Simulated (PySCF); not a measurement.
AgBrH, charge +1, SMILES `[Ag+].Br`.

PySCF calculation, CAM-B3LYP/def2-TZVP, gas phase; geometry: GFN2-xTB. Core potentials replace the inner electrons of Ag; spin–orbit coupling isn't included. GFN2-xTB bond lengths at metals and heavier atoms can be off by up to 0.1 Å and shapes distorted, which carries into these values.

Cartesian coordinates (Å):

```
Ag1      1.1019   -0.0073    0.0000
Br2     -1.4179    0.0427    0.0000
H3      -2.1656   -1.1517    0.0000
```

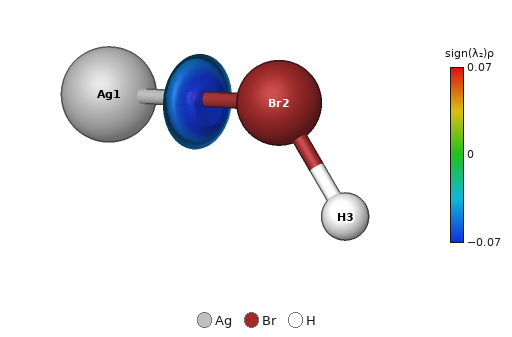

Non-covalent interaction surfaces between the fragments (reduced density gradient s = 0.5, coloured by sign(λ₂)ρ in a.u.; trimmed to the region between the fragments where ρ is under 0.1 a.u.). Fragment A: Ag(+1) (atom 1); fragment B: HBr.

**Interpret the surfaces between the fragments.**

Bond critical points between the fragments: Ag1···Br2, strong, partly covalent contact, 2.52 Å, ρ = 0.061 a.u. It appears blue (attractive, sign(λ₂)ρ well below zero). The pose is a local one from a semi-empirical search, not shown to be the most stable. With a charged fragment, long-range electrostatics, which these surfaces don't show, weighs heavily in the interaction energy.

**How strongly are they bound?**

The counterpoise-corrected interaction energy of the frozen fragments is −21.6 kcal/mol without dispersion correction and −22.7 kcal/mol with D3(BJ). D3 uses neutral-atom coefficients and tends to overbind metal cations. The pair geometry is semi-empirical, not a minimum at this level.
